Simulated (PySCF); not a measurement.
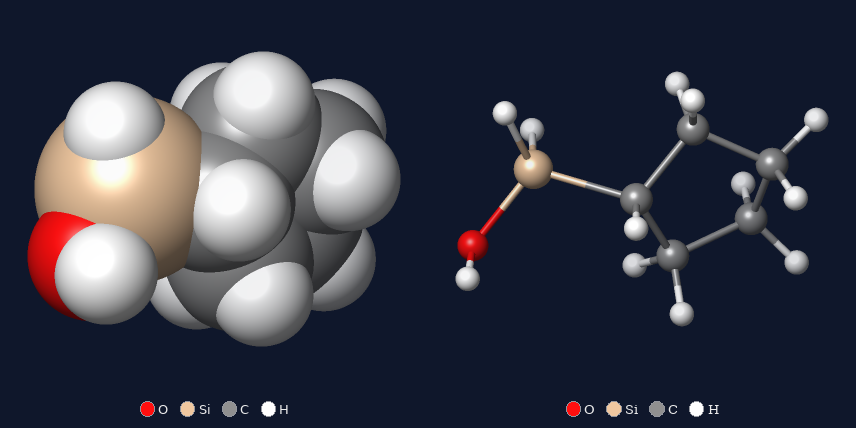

The same structure drawn twice, from different directions.

Computed geometry: PBE0-D3(BJ)/def2-SVP optimisation. No frequency run is at hand to confirm it as a minimum.

What does the picture show?

The molecule is C₅H₁₂OSi. As SMILES it reads `O[SiH2]C1CCCC1`. Independent rings (smallest set): 1 of 5 members. Among its groups: Si–H bond, Si–O bond. The point group is C1. Coordination: 1 O bent; 1 Si tetrahedral; 5 C tetrahedral.

The parts below concern this one geometry. Atoms keep their numbers from picture to picture.

### Quadrupole coupling

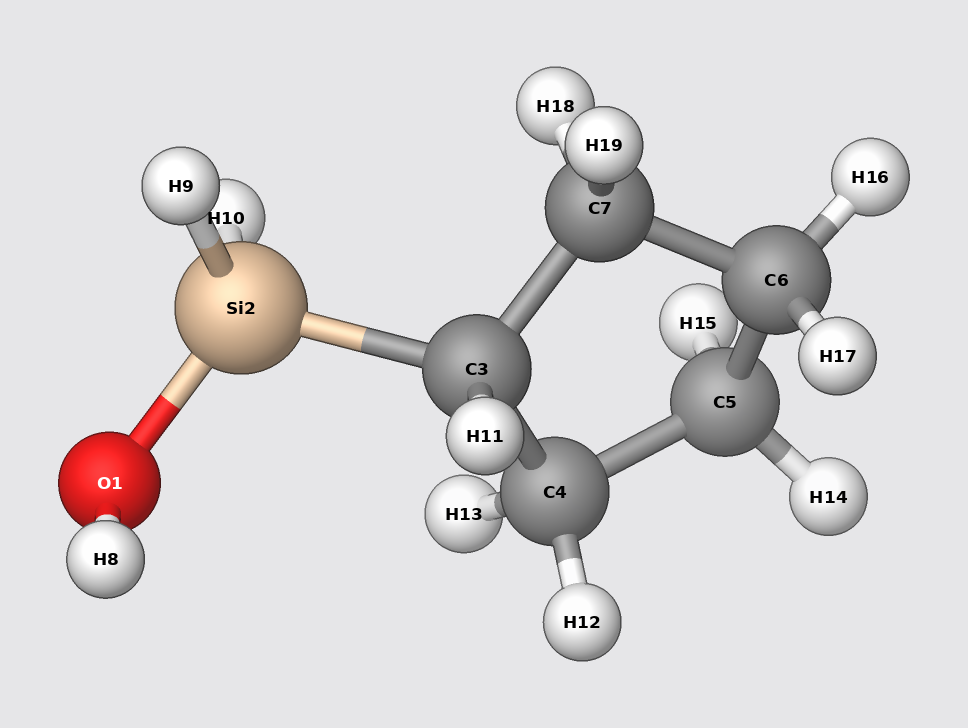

No frequency run is at hand to confirm it as a minimum. Electric field gradients from the ground-state density, PBE0/pcSseg-1 in acetone (IEF-PCM) (PySCF 2.14.0), non-relativistic apart from any core potentials.

Give the largest field-gradient component, the quadrupole coupling constant and the asymmetry for 17O at O1 (Q = −25.6 mb), 2H at H8 (Q = 2.86 mb), 2H at H9 (Q = 2.86 mb).

```csv
atom,V_zz (a.u.),e²qQ/h (MHz),η
O1,1.442,−8.67,0.63
H8,0.479,0.322,0.07
H9,0.134,0.090,0.03
```

### Electronic properties

No frequency run is at hand to confirm it as a minimum. Properties computed with PBE0/def2-SVPD, gas phase (PySCF 2.14.0). Excitations: vertical, linear response.

**Give the HOMO energy (Kohn–Sham orbital) at this level.**

−7.81 eV.

**Give the lowest vertical singlet excitation at this level.**

6.67 eV.

**Estimate the dipole moment.**

1.96 D.

**What is the mean static polarisability?**

87.4 bohr³.

### NMR shielding

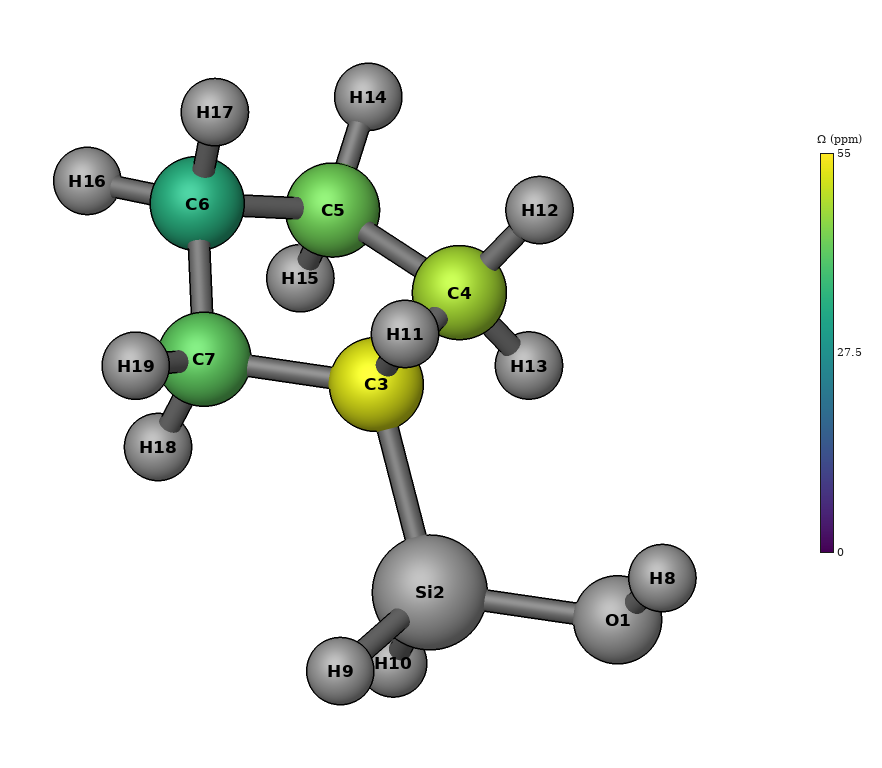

The C atoms are coloured by the span of their shielding tensor. No frequency run is at hand to confirm it as a minimum. Properties computed with GIAO PBE0/pcSseg-1 NMR shielding, non-relativistic, IEF-PCM dimethylsulfoxide (PySCF 2.14.0). Principal shieldings σ11 ≤ σ22 ≤ σ33, span Ω = σ33 − σ11, skew κ = 3(σiso − σ22)/Ω.

Give the shielding tensors of the C atoms.

```tsv
atom	σ11	σ22	σ33	σiso	Ω	κ
C3	129.9	168.0	182.0	160.0	52.1	−0.46
C4	129.6	164.8	177.3	157.2	47.7	−0.48
C5	129.2	164.9	172.4	155.5	43.2	−0.65
C6	132.9	161.4	167.5	153.9	34.6	−0.65
C7	131.6	164.5	173.1	156.4	41.5	−0.59
```

Shieldings and span in ppm.

### Ring current

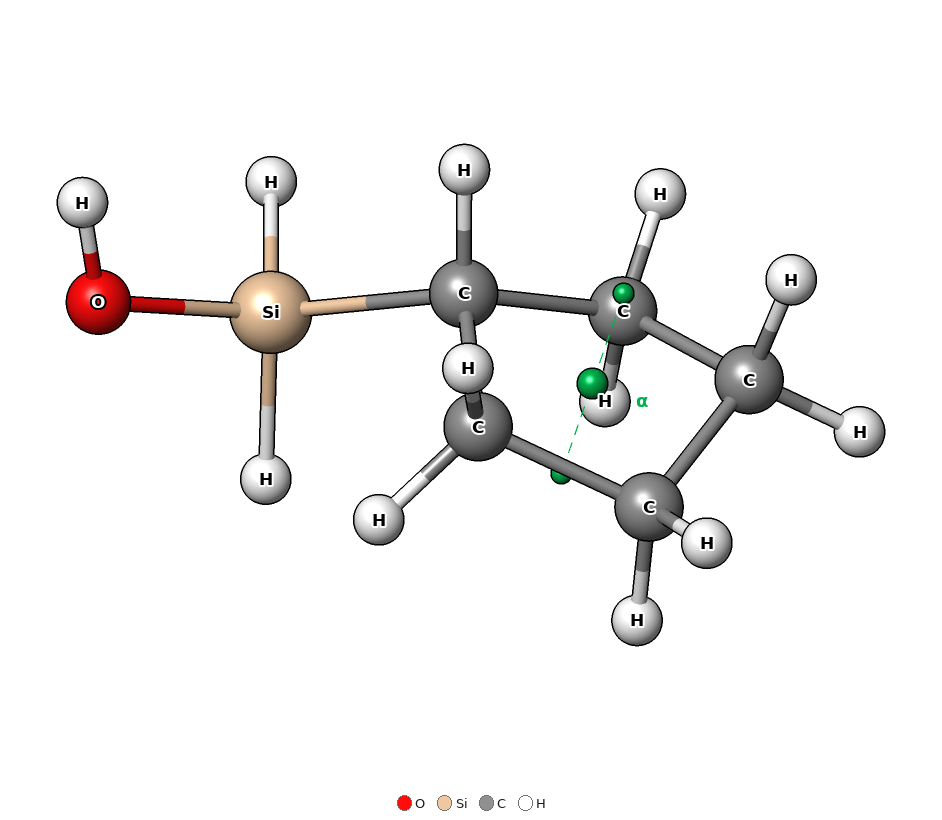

The small points mark where nucleus-independent chemical shifts (NICS) were computed: at the centre of each lettered ring and 1 Å above and below it. No frequency run is at hand to confirm it as a minimum. Properties computed with GIAO PBE0/pcSseg-1 NMR shielding, non-relativistic, IEF-PCM dimethylsulfoxide (PySCF 2.14.0).

Give NICS(0), NICS(1) and the out-of-plane component NICS(1)zz for each ring (means of the two sides).

| ring | members | NICS(0) | NICS(1) | NICS(1)zz |
| --- | --- | --- | --- | --- |
| α | C5 | −6.1 | −4.2 | −4.6 |

Values in ppm.

**What do the values say about the ring currents?**

Ring α: weak, as in a non-aromatic ring. NICS is one index among several.
